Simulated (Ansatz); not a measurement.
Run report: CH₈NO₂SbSi, geometry relaxation (part 2 of 2)

CH₈NO₂SbSi; RKS BHLYP-D4/def2-SVP (Ansatz 0.2.0). It belongs to a series of runs on one base structure; here: end point A relaxed.

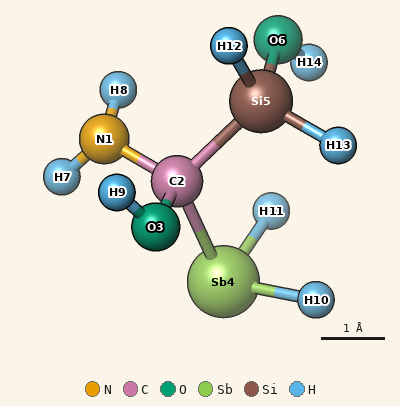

The geometry at step 11 of the log (ball-and-stick view, seen at a tilt; atoms are numbered from 1 in the order of the input).

### Trajectory as extended XYZ, continued
```
14
Properties=species:S:1:pos:R:3:forces:R:3 step=6 energy=-21153.88702
N    -0.5014   -1.3199    1.0347   -0.1673  -0.0602  -0.1738
C     0.4304   -0.4565    0.3658   -0.0330  -0.0502  -0.0117
O     1.6672   -0.4770    1.0505   -0.0940  -0.0075  -0.0158
Sb    0.9834   -1.2030   -1.6607   -0.0159   0.0364   0.0043
Si   -0.2359    1.3151    0.3470    0.0024  -0.0326   0.0050
O    -1.7528    1.3285   -0.3260    0.0010   0.0185  -0.0023
H    -0.2844   -2.3054    0.9258   -0.0944   0.1437   0.0209
H    -1.4669   -1.1537    0.7593    0.3433  -0.0441   0.1066
H     1.4471   -0.5270    1.9826    0.0485   0.0255   0.0702
H     1.7293    0.2378   -2.1876    0.0150  -0.0102  -0.0123
H    -0.5135   -0.7242   -2.3506    0.0071   0.0055   0.0006
H    -0.3995    1.7652    1.7446    0.0124   0.0136   0.0148
H     0.7090    2.1900   -0.3806   -0.0178  -0.0158   0.0055
H    -1.8251    1.3010   -1.2760   -0.0073  -0.0225  -0.0120
14
Properties=species:S:1:pos:R:3:forces:R:3 step=7 energy=-21153.88968
N    -0.5182   -1.3141    1.0084   -0.0399   0.0199  -0.0726
C     0.4299   -0.4584    0.3583   -0.0468  -0.0466  -0.0130
O     1.6534   -0.4810    1.0655   -0.0078   0.0006  -0.0569
Sb    1.0217   -1.1969   -1.6605    0.0065   0.0262   0.0253
Si   -0.2260    1.3173    0.3418    0.0274  -0.0377  -0.0564
O    -1.7684    1.3394   -0.2711    0.0155  -0.0214   0.1732
H    -0.3349   -2.3014    0.8888   -0.0134   0.0091   0.0032
H    -1.4755   -1.1145    0.7504    0.0809  -0.0049   0.0356
H     1.4209   -0.5106    1.9953    0.0235   0.0138   0.0615
H     1.7582    0.2554   -2.1698    0.0103  -0.0243  -0.0143
H    -0.4691   -0.7374   -2.3761   -0.0106   0.0237   0.0112
H    -0.3137    1.7735    1.7408   -0.0453   0.0544   0.0595
H     0.6850    2.1825   -0.4353    0.0256  -0.0042   0.0080
H    -1.8763    1.2170   -1.2078   -0.0259  -0.0086  -0.1644
14
Properties=species:S:1:pos:R:3:forces:R:3 step=8 energy=-21153.89268
N    -0.5113   -1.3188    1.0169    0.0411   0.0129  -0.0573
C     0.4295   -0.4607    0.3614    0.0014   0.0264   0.0353
O     1.6613   -0.4811    1.0560   -0.0642  -0.0125   0.1024
Sb    1.0075   -1.1915   -1.6598   -0.0209  -0.0276  -0.0250
Si   -0.2299    1.3131    0.3440    0.0145   0.0070  -0.0245
O    -1.7635    1.3262   -0.2897   -0.0518  -0.0315  -0.1583
H    -0.3352   -2.3054    0.8858   -0.0103  -0.0153   0.0040
H    -1.4704   -1.1119    0.7792    0.0002   0.0072   0.0065
H     1.4367   -0.5187    1.9902    0.0620   0.0176  -0.0695
H     1.7664    0.2435   -2.1835    0.0062  -0.0026   0.0153
H    -0.4813   -0.7047   -2.3609   -0.0060   0.0106  -0.0085
H    -0.3528    1.7841    1.7388   -0.0090  -0.0005   0.0180
H     0.6965    2.1786   -0.4154    0.0053  -0.0087   0.0002
H    -1.8664    1.2181   -1.2343    0.0316   0.0171   0.1614
14
Properties=species:S:1:pos:R:3:forces:R:3 step=9 energy=-21153.89293
N    -0.5042   -1.3250    1.0201    0.0949   0.0149  -0.0001
C     0.4332   -0.4610    0.3672   -0.0125   0.0035   0.0560
O     1.6685   -0.4825    1.0551   -0.0428  -0.0044  -0.0336
Sb    0.9807   -1.1946   -1.6614    0.0313  -0.0114  -0.0141
Si   -0.2327    1.3095    0.3485   -0.0396   0.0231   0.0116
O    -1.7559    1.3118   -0.3138    0.0394   0.0283   0.0919
H    -0.3246   -2.3097    0.8819   -0.0140  -0.0262   0.0123
H    -1.4628   -1.1199    0.7848   -0.0647   0.0172  -0.0117
H     1.4548   -0.4993    1.9904    0.0157  -0.0030   0.0157
H     1.7534    0.2321   -2.1860    0.0103   0.0011  -0.0036
H    -0.5072   -0.6899   -2.3495   -0.0072   0.0145  -0.0005
H    -0.3917    1.7830    1.7428    0.0239  -0.0341  -0.0392
H     0.7090    2.1764   -0.3917   -0.0209  -0.0011   0.0029
H    -1.8335    1.2398   -1.2598   -0.0137  -0.0224  -0.0877
14
Properties=species:S:1:pos:R:3:forces:R:3 step=10 energy=-21153.89439
N    -0.5101   -1.3215    1.0146    0.0194   0.0058  -0.0144
C     0.4306   -0.4611    0.3643    0.0166  -0.0101   0.0178
O     1.6647   -0.4838    1.0539   -0.0215   0.0005   0.0018
Sb    0.9945   -1.1936   -1.6619   -0.0211   0.0014  -0.0059
Si   -0.2317    1.3109    0.3445   -0.0188   0.0016   0.0015
O    -1.7638    1.3145   -0.2958    0.0104   0.0032  -0.0115
H    -0.3420   -2.3085    0.8745   -0.0055   0.0037   0.0080
H    -1.4695   -1.1049    0.7881   -0.0047  -0.0002   0.0011
H     1.4513   -0.4993    1.9895    0.0132  -0.0005   0.0036
H     1.7764    0.2310   -2.1791    0.0082  -0.0006   0.0048
H    -0.4893   -0.6771   -2.3540    0.0058   0.0035  -0.0098
H    -0.3660    1.7823    1.7404    0.0041  -0.0065  -0.0193
H     0.6989    2.1753   -0.4113   -0.0098   0.0005   0.0037
H    -1.8570    1.2067   -1.2390    0.0037  -0.0021   0.0186
14
Properties=species:S:1:pos:R:3:forces:R:3 step=11 energy=-21153.89525
N    -0.5078   -1.3205    1.0205    0.0014   0.0038   0.0143
C     0.4283   -0.4622    0.3615   -0.0219  -0.0221   0.0087
O     1.6661   -0.4811    1.0432    0.0013  -0.0070  -0.0030
Sb    0.9802   -1.1973   -1.6674    0.0111   0.0049   0.0036
Si   -0.2380    1.3082    0.3416   -0.0049   0.0111  -0.0116
O    -1.7720    1.3099   -0.2935    0.0019  -0.0047  -0.0040
H    -0.3437   -2.3091    0.8880    0.0059   0.0132  -0.0118
H    -1.4699   -1.1029    0.8067    0.0025   0.0001  -0.0036
H     1.4589   -0.5033    1.9799    0.0068   0.0018   0.0079
H     1.8097    0.2085   -2.1604    0.0087  -0.0039  -0.0014
H    -0.4776   -0.6307   -2.3729   -0.0129   0.0058  -0.0059
H    -0.3671    1.7816    1.7363    0.0000  -0.0036  -0.0038
H     0.6872    2.1737   -0.4190   -0.0016   0.0014  -0.0009
H    -1.8672    1.1962   -1.2357    0.0017  -0.0008   0.0116
14
Properties=species:S:1:pos:R:3:forces:R:3 step=12 energy=-21153.89506 accepted=F
N    -0.5085   -1.3194    1.0231   -0.0083   0.0073   0.0139
C     0.4247   -0.4622    0.3602   -0.0153  -0.0018  -0.0081
O     1.6656   -0.4804    1.0353    0.0231  -0.0066  -0.0163
Sb    0.9705   -1.1949   -1.6720    0.0127  -0.0312   0.0021
Si   -0.2438    1.3073    0.3387   -0.0026   0.0043  -0.0017
O    -1.7831    1.3039   -0.2837    0.0099  -0.0040   0.0436
H    -0.3499   -2.3085    0.8891    0.0149   0.0064  -0.0178
H    -1.4720   -1.0974    0.8209    0.0006   0.0015  -0.0064
H     1.4653   -0.5021    1.9732   -0.0058   0.0011   0.0207
H     1.8622    0.1797   -2.1505   -0.0473  -0.0071   0.0105
H    -0.4703   -0.5881   -2.3836    0.0270   0.0227  -0.0039
H    -0.3624    1.7820    1.7332   -0.0035   0.0101   0.0057
H     0.6723    2.1730   -0.4322    0.0031  -0.0001  -0.0019
H    -1.8835    1.1778   -1.2230   -0.0085  -0.0027  -0.0404
14
Properties=species:S:1:pos:R:3:forces:R:3 step=13 energy=-21153.89554
N    -0.5085   -1.3202    1.0227   -0.0050   0.0030   0.0145
C     0.4264   -0.4629    0.3621   -0.0076  -0.0069  -0.0049
O     1.6661   -0.4824    1.0401    0.0074  -0.0052  -0.0038
Sb    0.9758   -1.1982   -1.6678   -0.0058   0.0145  -0.0130
Si   -0.2402    1.3074    0.3394   -0.0042   0.0058  -0.0028
O    -1.7772    1.3052   -0.2885    0.0039  -0.0040   0.0098
H    -0.3477   -2.3087    0.8869    0.0069   0.0052  -0.0089
H    -1.4710   -1.0994    0.8143   -0.0008   0.0006  -0.0041
H     1.4629   -0.5021    1.9778    0.0008   0.0007   0.0078
H     1.8291    0.1954   -2.1555    0.0092  -0.0067   0.0092
H    -0.4692   -0.6032   -2.3798   -0.0022  -0.0085   0.0035
H    -0.3642    1.7832    1.7336    0.0000   0.0028  -0.0002
H     0.6803    2.1723   -0.4274   -0.0006  -0.0004  -0.0007
H    -1.8755    1.1844   -1.2292   -0.0019  -0.0008  -0.0064
14
Properties=species:S:1:pos:R:3:forces:R:3 step=14 energy=-21153.89550 accepted=F
N    -0.5096   -1.3189    1.0238   -0.0243  -0.0016   0.0277
C     0.4234   -0.4632    0.3602    0.0103  -0.0122  -0.0282
O     1.6665   -0.4845    1.0321    0.0095   0.0012   0.0052
Sb    0.9684   -1.1997   -1.6712   -0.0073   0.0397  -0.0021
Si   -0.2433    1.3073    0.3349    0.0027  -0.0007   0.0039
O    -1.7867    1.2989   -0.2772    0.0011  -0.0078   0.0003
H    -0.3536   -2.3070    0.8816    0.0050  -0.0041  -0.0021
H    -1.4727   -1.0935    0.8233   -0.0009   0.0008  -0.0027
H     1.4694   -0.5022    1.9712   -0.0048  -0.0005  -0.0027
H     1.8666    0.1778   -2.1268   -0.0235  -0.0220  -0.0109
H    -0.4612   -0.5696   -2.3898    0.0363  -0.0028   0.0081
H    -0.3545    1.7889    1.7277   -0.0008   0.0093   0.0055
H     0.6677    2.1701   -0.4455   -0.0008  -0.0029   0.0011
H    -1.8935    1.1663   -1.2155   -0.0026   0.0038  -0.0033
14
Properties=species:S:1:pos:R:3:forces:R:3 step=15 energy=-21153.89573
N    -0.5095   -1.3195    1.0239   -0.0055  -0.0003   0.0114
C     0.4248   -0.4631    0.3619    0.0028   0.0064  -0.0102
O     1.6662   -0.4840    1.0370    0.0048  -0.0027  -0.0014
Sb    0.9722   -1.1976   -1.6692   -0.0031   0.0013  -0.0079
Si   -0.2418    1.3074    0.3378   -0.0012   0.0029   0.0039
O    -1.7822    1.3012   -0.2818    0.0028  -0.0042   0.0076
H    -0.3505   -2.3076    0.8839    0.0040  -0.0034  -0.0027
H    -1.4721   -1.0968    0.8180   -0.0045   0.0017  -0.0034
H     1.4659   -0.5021    1.9754   -0.0017  -0.0003   0.0009
H     1.8489    0.1856   -2.1448   -0.0050  -0.0039   0.0038
H    -0.4643   -0.5870   -2.3864    0.0101  -0.0003   0.0062
H    -0.3594    1.7876    1.7310    0.0005   0.0036   0.0013
H     0.6738    2.1708   -0.4365   -0.0009  -0.0014  -0.0005
H    -1.8849    1.1759   -1.2215   -0.0031   0.0006  -0.0089
```

This output came from the following input.

### Input file
```yaml
crystal:
  periodic: [false, false, false]
  atoms:
    - { symbol: "N", position_ang: [-0.4924, -1.4222, 1.0559] }
    - { symbol: C, position_ang: [0.4313, -0.5084, 0.3901] }
    - { symbol: O, position_ang: [1.6194, -0.5338, 1.0756] }
    - { symbol: Sb, position_ang: [0.8804, -1.1943, -1.6415] }
    - { symbol: Si, position_ang: [-0.2157, 1.2536, 0.3211] }
    - { symbol: O, position_ang: [-1.7188, 1.3291, -0.4944] }
    - { symbol: H, position_ang: [-0.1141, -2.3406, 1.0836] }
    - { symbol: H, position_ang: [-1.3558, -1.4136, 0.4355] }
    - { symbol: H, position_ang: [1.4588, -0.2989, 2.08] }
    - { symbol: H, position_ang: [1.5058, 0.3366, -2.1057] }
    - { symbol: H, position_ang: [-0.8163, -0.7536, -2.1576] }
    - { symbol: H, position_ang: [-0.3938, 1.7489, 1.7314] }
    - { symbol: H, position_ang: [0.7104, 2.1567, -0.3506] }
    - { symbol: H, position_ang: [-1.5122, 1.6113, -1.3946] }
basis:
  gaussian: { orbitals: def2-SVP }
hamiltonian:
  xc: { name: BHLYP }
  dispersion: d4
relax:
  f_tol: 0.015
  max_steps: 40
```

Launch command:
```bash
ansatz run input.yaml --threads 2 --pin off --max-ram 3072MiB --backend cpu --events-out ev --progress --plain --runs-dir out
```

### Results in brief

- outcome: converged
- total energy: −21153.8959 eV
- mean-field energy: −21153.3537 eV
- largest force (length of the vector) at the end: 0.013 eV/Å
- hardware: 2 threads of Arm Neoverse V1, 24 GiB of memory available, shared host
- wall time: 1.8 min (CPU time 3.4 min)
- peak memory: 0.44 GiB
